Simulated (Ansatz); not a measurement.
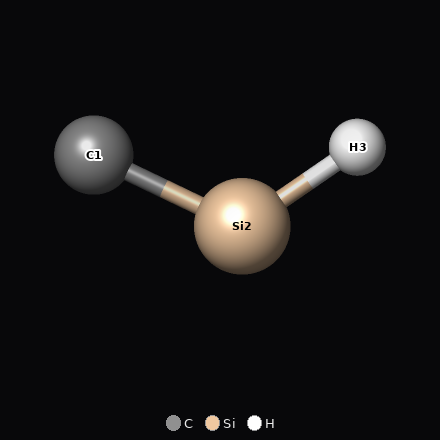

The system is CHSi, SMILES [C]#[SiH], spin multiplicity 2; the picture shows the reference structure. 
- First axis: bond length C1–Si2. Second axis: angle H3–Si2–C1.
- Nothing is relaxed (all other coordinates rigid).
- The scan uses a 15 × 15 grid.
- Energies are in eV, from the lowest grid point.
- In part of the range the unrestricted reference is strongly spin-contaminated.
- Computed with UHF/def2-TZVP in Ansatz.

Its coordinates:

```
atom    x (Å)    y (Å)    z (Å)
   C  -0.5539   1.3487  -0.1605
  Si  -0.3304  -0.3760  -0.2070
   H   0.8843  -0.9727   0.3675
```

Range: bond length C1–Si2 from 1.461 to 2.262 Å; angle H3–Si2–C1 from 74.9 to 164.9°.

### What will the energy surface look like?

The lowest grid point is at bond length C1–Si2 = 1.747 Å, angle H3–Si2–C1 = 119.9°. No other kind of well shows on this grid. The highest grid point, bond length C1–Si2 = 1.461 Å, angle H3–Si2–C1 = 81.3°, lies 2.45 eV above the lowest. Round the minimum the two coordinates are weakly coupled (coupling 0.11 in units of the two stiffnesses).

```csv
"angle H3–Si2–C1 ↓, bond length C1–Si2 →",1.461,1.518,1.576,1.633,1.690,1.747,1.804,1.861,1.919,1.976,2.033,2.090,2.147,2.204,2.262
164.9,1.97,1.43,1.10,0.93,0.87,0.89,0.97,1.08,1.21,1.35,1.48,1.61,1.73,1.84,1.94
158.4,1.87,1.30,0.94,0.74,0.66,0.67,0.74,0.86,1.00,1.15,1.30,1.45,1.59,1.73,1.85
152.0,1.76,1.17,0.78,0.57,0.48,0.48,0.54,0.66,0.80,0.96,1.13,1.30,1.46,1.61,1.75
145.6,1.67,1.05,0.65,0.42,0.32,0.32,0.38,0.49,0.63,0.80,0.97,1.15,1.33,1.49,1.65
139.2,1.59,0.96,0.54,0.31,0.20,0.18,0.24,0.35,0.50,0.66,0.85,1.03,1.22,1.39,1.56
132.7,1.54,0.89,0.47,0.22,0.10,0.08,0.14,0.24,0.39,0.56,0.74,0.94,1.13,1.31,1.49
126.3,1.53,0.87,0.43,0.17,0.05,0.02,0.07,0.17,0.32,0.49,0.68,0.87,1.07,1.26,1.44
119.9,1.55,0.88,0.43,0.16,0.03,0.00,0.04,0.14,0.29,0.46,0.64,0.84,1.04,1.23,1.42
113.4,1.61,0.93,0.47,0.20,0.06,0.02,0.06,0.16,0.29,0.46,0.65,0.84,1.01,1.18,1.35
107.0,1.72,1.03,0.56,0.28,0.13,0.09,0.12,0.21,0.34,0.51,0.66,0.80,0.95,1.12,1.29
100.6,1.87,1.17,0.70,0.41,0.25,0.20,0.23,0.31,0.43,0.52,0.63,0.77,0.93,1.09,1.26
94.2,2.06,1.36,0.88,0.58,0.42,0.36,0.38,0.40,0.44,0.53,0.65,0.79,0.94,1.10,1.26
87.7,2.27,1.58,1.10,0.81,0.64,0.53,0.46,0.45,0.50,0.59,0.70,0.84,0.98,1.14,1.31
81.3,2.45,1.79,1.34,1.00,0.76,0.61,0.54,0.54,0.59,0.67,0.79,0.92,1.07,1.23,1.39
74.9,2.37,1.73,1.32,1.04,0.83,0.70,0.64,0.65,0.70,0.79,0.91,1.05,1.20,1.35,1.51
```

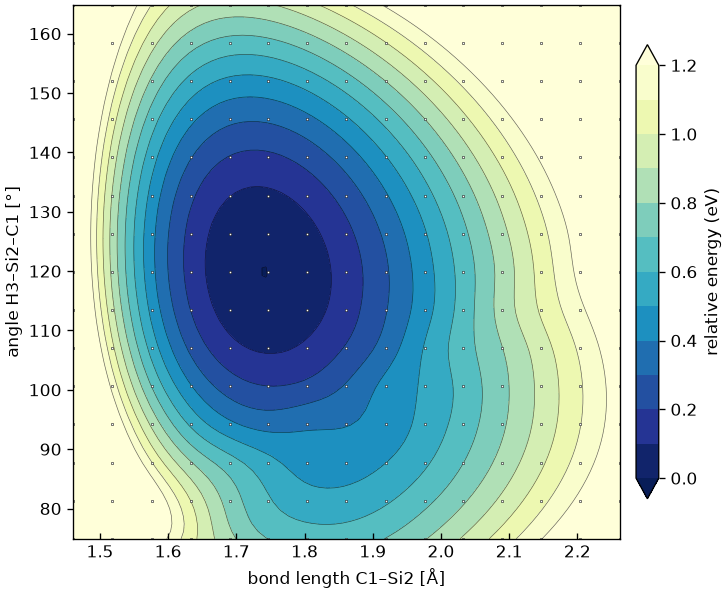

In the figure: filled contours, dots at the grid points, one colour for all values above the top of the scale. Between grid points the surface is interpolated.

Each point was launched as `ansatz run input.yaml --threads 1 --pin off --max-ram 2560MiB --backend cpu --events-out ev --progress --plain --runs-dir out`. Time for the 225 points that were run: 30 min on 1 thread of Arm Neoverse N1, with other jobs on the host.
